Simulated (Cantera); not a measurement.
Input: 1 mol c-C4F8, a varied amount of HCl, at 925 °C and 27000 Pa.

These are equilibrium values from Cantera (NASA tables, ideal gas, pure condensed phases), not measurements of a reactor. Candidate condensed phases: C, C6H6, C7H8, C8H18; 118 gas species. The feed counts by its element totals alone. Gases not in the tables: C2F6 and larger saturated fluorocarbons. Equilibrium is a limit: real reactors are often held back by kinetics, nucleation or transport.

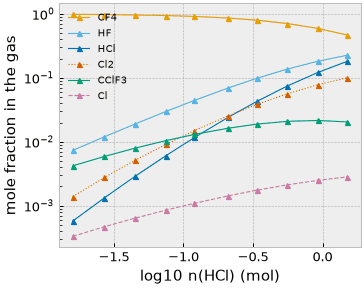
Figure. Equilibrium gas composition (values under 1e-9 drawn at 1e-9)

From 0.016 mol HCl to 1.5 mol HCl the condensed part is C(graphite). The main C-bearing gas is CF4 throughout. The share of C in condensed phases is highest at 1.5 mol HCl (54.7 %) and lowest at 0.016 mol HCl (50.0 %).
